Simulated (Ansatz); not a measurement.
**InH (model cell, started as rocksalt type): phonons and vibrational spectra**

Task: relax InH (model cell, started as rocksalt type), then find its harmonic phonons.

Main program and level: Ansatz 0.2.0; DFT PBE, scalar-relativistic, plane waves, PAW.

The structure was built from a prototype and need not be the compound's stable phase.

## 1. The starting structure

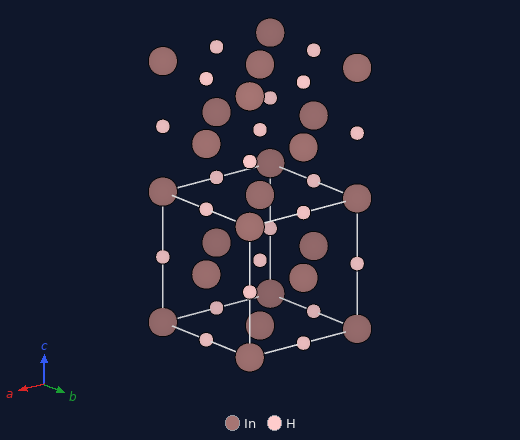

The cell as given, from a free direction (indium brown, hydrogen pink). 1×1×2 cells are drawn. This picture shows the conventional cell, with its axes. Some periodic images of atoms are drawn too.

## 2. Relaxation

Harmonic phonons are second derivatives at a point where the forces vanish, and they are wanted at zero stress, so atoms and cell are relaxed first.

File input.yaml:

```yaml
crystal:
  lattice:
    - [0.0, 2.7, 2.7]
    - [2.7, 0.0, 2.7]
    - [2.7, 2.7, 0.0]
  atoms:
    - { symbol: In, position: [0.0, 0.0, 0.0] }
    - { symbol: H, position: [0.5, 0.5, 0.5] }
kpoints:
  mp_grid: { grid: [14, 14, 14] }
hamiltonian:
  xc: pbe
scf:
  occupations: { method: gaussian, width: 0.1 }
output:
  forces: true
  stress: true
  eigenvalues: true
relax:
  adjacent_minimum: "off"
  f_tol: 0.005
  max_steps: 80
  cell: { stress_tol: 0.05 }
```

Launch:

```
ansatz run input.yaml --threads 4 --pin off --max-ram 7168MiB --backend cpu --events-out ev --progress --plain --runs-dir out
```

Numbers of over 12 decimals in the logs are rounded to 6 here.

The log of the run:

```text
Engine: ansatz 0.2.0, aarch64-unknown-linux-gnu
Pseudopotentials: kind: paw
Pseudopotential: In, paw, valence charge 13, recommended cutoff 420 eV (normal), In.paw.azcp
Pseudopotential: H, paw, valence charge 1, recommended cutoff 420 eV (normal), H.paw.azcp
Functional definition: PBE
  parameter kappa = 0.804
  parameter beta = 0.066725
  exchange = pbe_x(kappa = kappa, mu = beta*pi^2/3)
  correlation = pbe_c(beta = beta)
Crystal: 2 atoms, lattice volume = 39.366 Å³
Basis set: ecut = 420 eV, 749 PW (Γ), exchange–correlation on 54×54×54 points (8 copies of the dense FFT grid, shifted against one another)
Bands: 11, of which v1, the nominal top of the filled ones, is band 7 counted from 1 (6 counted from 0)
Symmetry: 48 space group operations
Space group: Fm-3m (ITA 225), of the structure as read, at distance tolerance 3.4e-5 Å
k-points: 104 of 2744
Non-local potential: In, projectors of the file, l = 0: 2, l = 1: 2, l = 2: 2, l = 3: 2
Non-local potential: H, projectors of the file, l = 0: 2, l = 1: 1
PAW form: soft (Blöchl's): semilocal exchange-correlation on the pseudo side does not see the compensation charge
PAW one-centre angular grid: In, 590 points (default); XC on 64 Gauss nodes
PAW one-centre angular grid: H, 110 points (default); XC on 64 Gauss nodes
Initial density: superposition of atomic densities (neutral atoms: chi_scale 0, normalization atom), corrected by the library's trained network
Initial wavefunctions: pseudopotential atomic-orbital guess
Functional: x = pbe(κ = 0.804, μ = 0.219515), c = pbe(β = 0.066725)
SCF iter   1: F=—  HF=-5612.630659 eV  |F-HF|=—  |Δ(HF+E_count)|=         —  Δρ=2.86e-3  dr2=4.44e-3  ethr=1.77e-3  ⟨swp⟩=5.0  Hψ=6701  notcnv=0
preconditioner: auto → none  [metal: Δε(μ)=0.083 eV  Ē_g=16.364 eV  σ=0.100 eV  W_gap=0.44  n_scr=8 (ndim 8)  ℏωp=22.1 eV  f_vac=0.000  D(μ)=0.46/eV (n_scr^D=0)  sad-step TF]
SCF iter   2: F=—  HF=-5612.629159 eV  |F-HF|=—  |Δ(HF+E_count)|=   1.50e-3  Δρ=1.34e-3  dr2=1.13e-3  ethr=3.17e-5  ⟨swp⟩=1.4  Hψ=2166  notcnv=0
SCF iter   3: F=—  HF=-5612.628938 eV  |F-HF|=—  |Δ(HF+E_count)|=   2.21e-4  Δρ=6.26e-4  dr2=9.83e-5  ethr=8.07e-6  ⟨swp⟩=2.7  Hψ=1834  notcnv=0
SCF iter   4: F=—  HF=-5612.628898 eV  |F-HF|=—  |Δ(HF+E_count)|=   3.99e-5  Δρ=1.73e-4  dr2=5.60e-6  ethr=7.02e-7  ⟨swp⟩=2.0  Hψ=1650  notcnv=0
SCF iter   5: F=—  HF=-5612.628901 eV  |F-HF|=—  |Δ(HF+E_count)|=   2.99e-6  Δρ=4.93e-5  dr2=6.15e-7  ethr=4.00e-8  ⟨swp⟩=2.1  Hψ=1751  notcnv=0
SCF iter   6: F=-5612.628900 eV  HF=-5612.628900 eV  |F-HF|=2.24e-8  |Δ(HF+E_count)|=   2.88e-7  Δρ=9.93e-6  dr2=2.04e-8  ethr=7.14e-10  ⟨swp⟩=5.6  Hψ=5329  notcnv=0
SCF 1 converged in 6 iterations: F = -5612.628900 eV  dr2 = 2.04e-8
  greatest PAW one-centre occupation: 0.983 electrons in one spin orbital (limit 2), on the In atom at site 0 (counted from 0), in its partial waves of l = 2
relax step   1: F+E_penalty+E_count = -5612.62890043 eV  Δ(F+E_penalty+E_count) = +0.000e0 eV  max|allowed force component| = 4.273e-31 eV/Å  Δτ_max = 0.0000 Å  P = -3.846 GPa  Ω = 39.366 Å³  (6 SCF iters, dr2 threshold 1.00e-7 eV, accepted)
Crystal: 2 atoms, lattice volume = 33.885 Å³
Basis set: ecut = 420 eV, 645 PW (Γ), exchange–correlation on 54×54×54 points (8 copies of the dense FFT grid, shifted against one another)
Initial density: handed on by an earlier stage of this run
Initial wavefunctions: those handed on with the density
iter 1 solved again at ethr=3.66e-5 eV; its pass at ethr=3.10e-3 eV (dr2=5.12e-3 eV) is discarded
SCF iter   1: F=—  HF=-5612.732196 eV  |F-HF|=—  |Δ(HF+E_count)|=         —  Δρ=3.06e-3  dr2=5.30e-3  ethr=3.66e-5  ⟨swp⟩=1.1  Hψ=9144  notcnv=0
preconditioner: auto → none  [metal: Δε(μ)=0.076 eV  Ē_g=16.848 eV  σ=0.100 eV  W_gap=0.38  n_scr=8 (ndim 8)  ℏωp=23.9 eV  f_vac=0.000  D(μ)=0.58/eV (n_scr^D=0)]
SCF iter   2: F=—  HF=-5612.730149 eV  |F-HF|=—  |Δ(HF+E_count)|=   2.05e-3  Δρ=1.38e-3  dr2=2.81e-4  ethr=3.66e-5  ⟨swp⟩=2.2  Hψ=1772  notcnv=0
SCF iter   3: F=—  HF=-5612.730169 eV  |F-HF|=—  |Δ(HF+E_count)|=   1.93e-5  Δρ=5.56e-4  dr2=5.03e-5  ethr=2.01e-6  ⟨swp⟩=1.5  Hψ=1433  notcnv=0
SCF iter   4: F=—  HF=-5612.730183 eV  |F-HF|=—  |Δ(HF+E_count)|=   1.42e-5  Δρ=2.23e-4  dr2=7.40e-6  ethr=3.59e-7  ⟨swp⟩=1.0  Hψ=1144  notcnv=0
SCF iter   5: F=-5612.730183 eV  HF=-5612.730183 eV  |F-HF|=4.68e-10  |Δ(HF+E_count)|=   3.43e-7  Δρ=3.43e-5  dr2=1.85e-7  ethr=1.43e-9  ⟨swp⟩=4.9  Hψ=6385  notcnv=0
SCF 2 converged in 5 iterations: F = -5612.730183 eV  dr2 = 1.85e-7
relax step   2: F+E_penalty+E_count = -5612.73018316 eV  Δ(F+E_penalty+E_count) = -1.013e-1 eV  max|allowed force component| = 2.260e-31 eV/Å  Δτ_max = 0.0000 Å  P = -1.502 GPa  Ω = 33.885 Å³  energy of the carried Pulay correction = +2.705e-3 eV  (5 SCF iters, dr2 threshold 2.00e-7 eV, accepted)
Crystal: 2 atoms, lattice volume = 31.116 Å³
Basis set: ecut = 420 eV, 609 PW (Γ), exchange–correlation on 54×54×54 points (8 copies of the dense FFT grid, shifted against one another)
iter 1 solved again at ethr=1.80e-5 eV; its pass at ethr=3.10e-3 eV (dr2=2.52e-3 eV) is discarded
SCF iter   1: F=—  HF=-5612.740228 eV  |F-HF|=—  |Δ(HF+E_count)|=         —  Δρ=2.34e-3  dr2=2.63e-3  ethr=1.80e-5  ⟨swp⟩=1.2  Hψ=9170  notcnv=0
preconditioner: auto → none  [metal: Δε(μ)=0.042 eV  Ē_g=17.261 eV  σ=0.100 eV  W_gap=0.23  n_scr=8 (ndim 8)  ℏωp=24.9 eV  f_vac=0.000  D(μ)=0.68/eV (n_scr^D=0)]
SCF iter   2: F=—  HF=-5612.739265 eV  |F-HF|=—  |Δ(HF+E_count)|=   9.64e-4  Δρ=1.15e-3  dr2=1.83e-4  ethr=1.80e-5  ⟨swp⟩=2.4  Hψ=1763  notcnv=0
SCF iter   3: F=—  HF=-5612.739271 eV  |F-HF|=—  |Δ(HF+E_count)|=   6.51e-6  Δρ=4.58e-4  dr2=3.35e-5  ethr=1.31e-6  ⟨swp⟩=1.1  Hψ=1204  notcnv=0
SCF iter   4: F=—  HF=-5612.739277 eV  |F-HF|=—  |Δ(HF+E_count)|=   5.96e-6  Δρ=4.94e-5  dr2=4.69e-7  ethr=2.39e-7  ⟨swp⟩=1.0  Hψ=1144  notcnv=0
SCF iter   5: F=-5612.739277 eV  HF=-5612.739277 eV  |F-HF|=1.86e-9  |Δ(HF+E_count)|=   1.31e-7  Δρ=5.39e-6  dr2=3.96e-9  ethr=1.43e-9  ⟨swp⟩=6.0  Hψ=5890  notcnv=0
SCF 3 converged in 5 iterations: F = -5612.739277 eV  dr2 = 3.96e-9
relax step   3: F+E_penalty+E_count = -5612.73927690 eV  Δ(F+E_penalty+E_count) = -9.094e-3 eV  max|allowed force component| = 2.235e-30 eV/Å  Δτ_max = 0.0000 Å  P = +0.797 GPa  Ω = 31.116 Å³  energy of the carried Pulay correction = +4.233e-3 eV  (5 SCF iters, dr2 threshold 2.00e-7 eV, accepted)
[...]
relax step   4: F+E_penalty+E_count = -5612.74070000 eV  Δ(F+E_penalty+E_count) = -1.423e-3 eV  max|allowed force component| = 2.239e-31 eV/Å  Δτ_max = 0.0000 Å  P = -0.081 GPa  Ω = 32.023 Å³  energy of the carried Pulay correction = +3.719e-3 eV  (4 SCF iters, dr2 threshold 2.00e-7 eV, accepted)
[...]
relax step   5: F+E_penalty+E_count = -5612.74077163 eV  Δ(F+E_penalty+E_count) = -7.163e-5 eV  max|allowed force component| = 3.533e-31 eV/Å  Δτ_max = 0.0000 Å  P = -0.005 GPa  Ω = 31.937 Å³  energy of the carried Pulay correction = +3.767e-3 eV  (4 SCF iters, dr2 threshold 1.66e-8 eV, accepted)
[...]
relax step   6: F+E_penalty+E_count = -5612.73835580 eV  Δ(F+E_penalty+E_count) = +2.416e-3 eV  max|allowed force component| = 4.109e-31 eV/Å  Δτ_max = 0.0000 Å  P = -0.076 GPa  Ω = 31.937 Å³  stress off target by 7.62e-2 GPa  SCF on the basis re-selected at this cell (its energy is not comparable with the rows above)  (6 SCF iters)
[...]
relax step   7: F+E_penalty+E_count = -5612.73842071 eV  Δ(F+E_penalty+E_count) = -6.491e-5 eV  max|allowed force component| = 3.246e-31 eV/Å  Δτ_max = 0.0000 Å  P = -0.000 GPa  Ω = 31.851 Å³  energy of the carried Pulay correction = +4.440e-5 eV  (4 SCF iters, dr2 threshold 1.45e-8 eV, accepted)
iter 1 solved again at ethr=6.17e-8 eV; its pass at ethr=3.10e-3 eV (dr2=8.63e-6 eV) is discarded
SCF iter   1: F=—  HF=-5612.738367 eV  |F-HF|=—  |Δ(HF+E_count)|=         —  Δρ=7.46e-6  dr2=3.43e-9  ethr=6.17e-8  ⟨swp⟩=3.2  Hψ=9637  notcnv=0
preconditioner: auto → none  [metal: Δε(μ)=0.057 eV  Ē_g=17.202 eV  σ=0.100 eV  W_gap=0.31  n_scr=8 (ndim 8)  ℏωp=24.6 eV  f_vac=0.000  D(μ)=0.72/eV (n_scr^D=0)]
SCF iter   2: F=—  HF=-5612.738370 eV  |F-HF|=—  |Δ(HF+E_count)|=   2.54e-6  Δρ=3.37e-6  dr2=5.10e-10  ethr=2.45e-11  ⟨swp⟩=2.2  Hψ=1930  notcnv=0
SCF iter   3: F=—  HF=-5612.738370 eV  |F-HF|=—  |Δ(HF+E_count)|=   1.78e-9  Δρ=7.04e-7  dr2=2.45e-11  ethr=3.64e-12  ⟨swp⟩=2.5  Hψ=1843  notcnv=0
SCF iter   4: F=-5612.738370 eV  HF=-5612.738370 eV  |F-HF|=1.82e-12  |Δ(HF+E_count)|=  1.02e-10  Δρ=1.07e-7  dr2=1.22e-12  ethr=1.00e-12  ⟨swp⟩=6.4  Hψ=5109  notcnv=0
SCF 8 converged in 4 iterations: F = -5612.738370 eV  dr2 = 1.22e-12
relax step   8: F+E_penalty+E_count = -5612.73836959 eV  Δ(F+E_penalty+E_count) = +5.112e-5 eV  max|allowed force component| = 3.616e-31 eV/Å  Δτ_max = 0.0000 Å  P = -0.000 GPa  Ω = 31.851 Å³  stress off target by 1.61e-4 GPa  SCF on the basis re-selected at this cell (its energy is not comparable with the rows above)  (4 SCF iters)
basis re-selected at this cell: Δ(F+E_penalty+E_count) = +5.112e-5 eV, ΔP = -0.000 GPa vs the last step (what re-selecting the basis moved, of the pressure what is left beyond the Pulay correction that the steps carried, after the strain that the cell walked since its last selection, with what the two solves' SCF thresholds leave and, on support functions, any second-order correction that the steps lacked; it is no m [...]
SCF converged after 4 iterations
Free energy (F): -5612.738370 eV
Harris-Foulkes:  -5612.738370 eV  (|F-HF|=1.82e-12)
Internal energy: -5612.734771 eV  (E = F + TS)
E sigma→0 (E₀):  -5612.736570 eV
Entropy (-TS):   -0.003598 eV (-1.799 meV/atom)
Fermi energy:    8.397941 eV
--- Per-component energies (eV) ---
  E_band       = -42.841437
  E_kinetic    = 252.631081
  E_local      = -1147.665720  (includes V_loc(G=0)·N_el)
  E_nonlocal   = 367.483434
  E_hartree    = 446.808870
  E_xc         = -224.433555
  E_vxc        = -110.787576  (∫ρ·V_xc dr)
  E_paw        = -4151.773153  (= ΣΔE_a)
  E_vpaw       = -298.119428  (= ΣTr[D̂ρ^β])
  E_aug_tail   = -0.000971  (compensation charges beyond the density's cutoff)
  E_ewald      = -1155.784758
  E_smearing   = -0.003598  (= −TS)
  E_closure    = -0.000000  (closes the sum)
  Σ components = -5612.738370   (vs F -5612.738370, Δ=0.00e0)
--- Forces (eV/Å), atoms counted from 1 ---
  atom   1  In    -0.00000000     0.00000000     0.00000000
  atom   2  H      0.00000000    -0.00000000    -0.00000000
  max |Σ_I F_I| component: 4.60e-31 eV/Å
--- Stress (GPa, compression-positive) ---
       -0.000161      -0.000000       0.000000
        0.000000      -0.000161      -0.000000
        0.000000       0.000000      -0.000161
  P = ⅓ Tr σ = -0.0002 GPa (-0.002 kbar)
--- Band table (eV; the first three rows and the last of 104) ---
  k-point 0: bands = [... 3 lower, -5.9973, -5.9973, -1.3234, 11.8698, 16.5039, 16.5039, 16.5039, 19.3340]
  k-point 1: bands = [... 3 lower, -5.9981, -5.9981, -1.2294, 11.5603, 16.0188, 16.3904, 16.3904, 18.9406]
  k-point 2: bands = [... 3 lower, -5.9974, -5.9974, -0.9467, 10.6694, 15.0310, 16.1250, 16.1250, 19.0592]
  k-point 103: bands = [... 3 lower, -5.9655, -5.8839, 4.8436, 6.1624, 7.5790, 8.5152, 15.5728, 19.6472]
--- Relaxed structure (6 steps of the walk, 6 accepted, 2 SCFs on fresh bases) ---
  F+E_penalty+E_count = -5612.73836959 eV   max|allowed force component| = 3.616e-31 eV/Å   (the final SCF, on the basis selected at the relaxed cell)
  cell:  # Å, volume = 31.8508 Å³
    - [0, 2.515921, 2.515921]
    - [2.515921, 0, 2.515921]
    - [2.515921, 2.515921, 0]
  atoms:
    - { symbol: In, position: [0, 0, 0] }
    - { symbol: H, position: [0.5, 0.5, 0.5] }
```

Run time: 4.8 s. Hardware: 4 threads of Arm Neoverse V2, shared host; peak memory 0.36 GiB.

Relaxation path:

| step | energy less that of the first step (eV) | largest force component (eV/Å) | pressure (GPa) | volume (Å³) |
| --- | --- | --- | --- | --- |
| 1 | 0.0000 | 0.0000 | -3.85 | 39.37 |
| 2 | -0.1013 | 0.0000 | -1.50 | 33.88 |
| 3 | -0.1104 | 0.0000 | 0.80 | 31.12 |
| 4 | -0.1118 | 0.0000 | -0.08 | 32.02 |
| 5 | -0.1119 | 0.0000 | -0.01 | 31.94 |
| 6* | -0.1095 | 0.0000 | -0.08 | 31.94 |
| 7 | -0.1095 | 0.0000 | 0.00 | 31.85 |
| 8* | -0.1095 | 0.0000 | 0.00 | 31.85 |

Relaxation steps marked * repeat the geometry before them on a plane-wave basis chosen anew for their cell, so energy and pressure can jump there.

The run keeps the 48 symmetry operations that it works with, so distortions that break them were not tested.

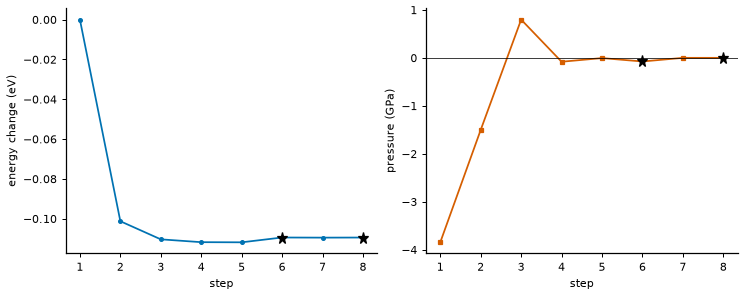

Energy and pressure along the relaxation. Stars mark steps on a basis chosen anew.

| conventional cell, symmetrised | before | after | change |
| --- | --- | --- | --- |
| a (Å) | 5.400 | 5.032 | -6.8 % |
| b (Å) | 5.400 | 5.032 | -6.8 % |
| c (Å) | 5.400 | 5.032 | -6.8 % |
| volume (Å³/atom) | 19.68 | 15.93 | -19.1 % |

Final coordinates:

```xyz
2
Lattice="0.0000 2.5159 2.5159 2.5159 0.0000 2.5159 2.5159 2.5159 0.0000" Properties=species:S:1:pos:R:3 pbc="T T T"
In    0.0000    0.0000    0.0000
H     2.5159    2.5159    2.5159
```

Numbers from this step:

- pressure: -1.61e-4 GPa
- volume per atom: 15.93 Å³
- gap on the k-mesh: 0 eV

In this step the volume went from 19.68 to 15.93 Å³/atom.

## 3. Bringing the structure to rest

The relaxation is repeated from its end on the same settings, as a check that it has come to rest.

input.yaml, the sections that differ from step 2:

```yaml
crystal:
  lattice:
    - [0.0, 2.5159208715, 2.5159208715]
    - [2.5159208715, 0.0, 2.5159208715]
    - [2.5159208715, 2.5159208715, 0.0]
  atoms:
    - { symbol: In, position: [0.0, 0.0, 0.0] }
    - { symbol: H, position: [0.5, 0.5, 0.5] }
output:
  forces: true
  stress: true
  eigenvalues: true
  write_density: true
  write_potential: true
  elf: true
  volumetric_format: npy
# kpoints, hamiltonian, scf, relax: as in step 2
```

The log of the run:

```text
[...]
Crystal: 2 atoms, lattice volume = 31.851 Å³
Basis set: ecut = 420 eV, 609 PW (Γ), exchange–correlation on 48×48×48 points (8 copies of the dense FFT grid, shifted against one another)
Bands: 11, of which v1, the nominal top of the filled ones, is band 7 counted from 1 (6 counted from 0)
Symmetry: 48 space group operations
[...]
k-points: 104 of 2744
[...]
k-point 103: bands = [... 3 lower, -5.9655, -5.8839, 4.8436, 6.1624, 7.5790, 8.5152, 15.5728, 19.6472]
--- Relaxed structure (1 steps of the walk, 1 accepted, 1 SCFs on fresh bases) ---
[...]
cell:  # Å, volume = 31.8508 Å³
    - [0.0, 2.5159208715, 2.5159208715]
    - [2.5159208715, 0.0, 2.5159208715]
    - [2.5159208715, 2.5159208715, 0.0]
  atoms:
    - { symbol: In, position: [0.0, 0.0, 0.0] }
    - { symbol: H, position: [0.500000, 0.500000, 0.500000] }
[key lines of the parts left out:]
SCF converged after 4 iterations
Free energy (F): -5612.738370 eV
Fermi energy:    8.397942 eV
P = ⅓ Tr σ = -0.0002 GPa (-0.002 kbar)
```

Elapsed: 1.1 s, on 4 threads; peak memory 0.34 GiB; 3.8 s of CPU time.

Little changed from the start: no atom moved by 0.005 Å and no cell edge by 0.1 %.

Numbers from this step:

* pressure: -1.60e-4 GPa

In this step the volume went from 15.93 to 15.93 Å³/atom.

## 4. Relaxing to small forces for the phonons

Phonons need a cell at rest on their own settings, so the relaxation is repeated with tight tolerances on forces and stress, using the mesh and the filling of the phonon run that follows.

input.yaml, the sections that differ from step 3:

```yaml
kpoints:
  mp_grid: { grid: [16, 16, 16] }
scf:
  occupations: { method: methfessel_paxton, width: 0.2 }
output:
  forces: true
  stress: true
  eigenvalues: true
relax:
  adjacent_minimum: "off"
  f_tol: 0.001
  max_steps: 60
  cell: { stress_tol: 0.01 }
# crystal, hamiltonian: as in step 3
```

The log of the run:

```text
[...]
Crystal: 2 atoms, lattice volume = 31.851 Å³
Basis set: ecut = 420 eV, 609 PW (Γ), exchange–correlation on 48×48×48 points (8 copies of the dense FFT grid, shifted against one another)
Bands: 11, of which v1, the nominal top of the filled ones, is band 7 counted from 1 (6 counted from 0)
Symmetry: 48 space group operations
[...]
k-points: 145 of 4096
[...]
k-point 144: bands = [... 3 lower, -5.9387, -5.8521, 4.9695, 6.0450, 8.0498, 8.0498, 15.9025, 20.8218]
--- Relaxed structure (3 steps of the walk, 3 accepted, 1 SCFs on fresh bases) ---
[...]
cell:  # Å, volume = 31.7614 Å³
    - [0, 2.513564, 2.513564]
    - [2.513564, 0, 2.513564]
    - [2.513564, 2.513564, 0]
  atoms:
    - { symbol: In, position: [0, 0, 0] }
    - { symbol: H, position: [0.5, 0.5, 0.5] }
[key lines of the parts left out:]
SCF converged after 4 iterations
Free energy (F): -5612.739212 eV
Fermi energy:    8.425749 eV
P = ⅓ Tr σ = -0.0008 GPa (-0.008 kbar)
```

Run time: 2.6 s. Hardware: 4 threads; peak memory 0.36 GiB.

Little changed from the start: no atom moved by 0.005 Å and no cell edge by 0.1 %.

Numbers from this step:

```
pressure        : -8.22e-4 GPa
volume per atom : 15.88 Å³
```

The forces vanish by symmetry and the pressure is -0.001 GPa, within the tolerances set. The cell now holds 15.88 Å³/atom.

(Continued in part 2 of 2.)

[Logs are printed without paths, hosts, clocks, repeated set-up lines and the standing remarks that a program may print on its own settings, such as how far it seeks lower states.]

[Hosts, paths, dates, database ids (printed as entryN), source tags and the programs' standing remarks are cut or masked in the printed files.]
